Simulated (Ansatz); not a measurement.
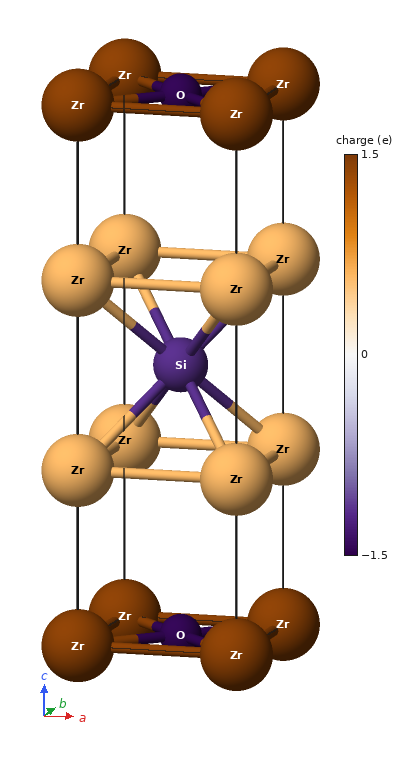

Shown here is a ball-and-stick view of the crystal, taken slightly off an axis. The parallelepiped is the simulation cell. The atoms of this Zr$_{3}$SiO cell are coloured by their Bader charge.

Setup: DFT PBE, scalar-relativistic, plane waves, PAW (Ansatz 0.2.0); 420 eV cutoff, k-points on a 12×12×4 grid, Gaussian smearing of 0.1 eV, no spin polarisation.

**Interpret the colouring.**

Most positive: Zr; most negative: O. Charges: about Zr +0.6 to +1.4 e; Si -1.2 e; O -1.4 e.

Provenance: a random cell made by a generator, so it need not be a real form of the compound. Earlier steps of the study may have refined or changed the cell and positions. It went into a calculation with Ansatz.
